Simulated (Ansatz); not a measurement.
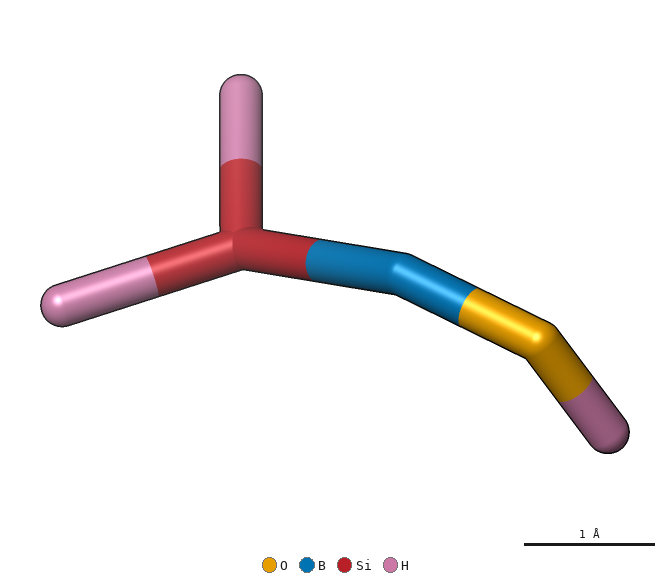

Starting geometry of the run.

Input file:

```yaml
crystal:
  periodic: [false, false, false]
  atoms:
    - {symbol: O, position_ang: [0.402040, -1.922970, 0.148310]}
    - {symbol: B, position_ang: [0.433170, -0.618330, 0.233120]}
    - {symbol: Si, position_ang: [-0.200430, 1.076630, -0.064580]}
    - {symbol: H, position_ang: [-0.311130, -2.412730, -0.275880]}
    - {symbol: H, position_ang: [0.423580, 1.965140, -1.042950]}
    - {symbol: H, position_ang: [-0.747220, 1.912250, 1.001980]}
basis:
  gaussian: {orbitals: def2-TZVP}
hamiltonian: {xc: pbe0, dispersion: d4}
relax: {f_tol: 0.005, max_steps: 200}
```

It was started with:

```sh
ansatz run in.yaml --threads 2 --pin off --events-out ev --progress --plain --max-ram 4352MiB
```

Output (its end):

```
mean field -10643.35412638 eV, -391.1360498199 hartree, gradient 1.9e-5 eV, S^2 0.000000; 1 other end points of the search recorded, 0 dependent functions left out
the calculation of the forces begins
reference -10643.35415337 eV, -391.1360508118 hartree; 15, 15 occupied and 102, 102 virtual orbitals, 720 factors
Total energy: -10643.43629112 eV, -391.1390693185 hartree
Atom 0 at     0.450069    -1.772500     0.189586 Å, force    -0.000069     0.001035     0.000116 eV/Å
Atom 1 at     0.178027    -0.508405     0.082660 Å, force     0.001255    -0.001372    -0.000504 eV/Å
Atom 2 at    -0.581549     1.204571    -0.285529 Å, force    -0.002270     0.000561    -0.000864 eV/Å
Atom 3 at    -0.156420    -2.424430    -0.180942 Å, force    -0.000253    -0.000164     0.000218 eV/Å
Atom 4 at     0.642977     1.789026    -0.936131 Å, force     0.000765    -0.000205     0.000711 eV/Å
Atom 5 at    -0.533095     1.711728     1.130356 Å, force     0.000573     0.000144     0.000323 eV/Å
Dipole moment:    -0.043472    -0.754627    -0.053354 e Å
```
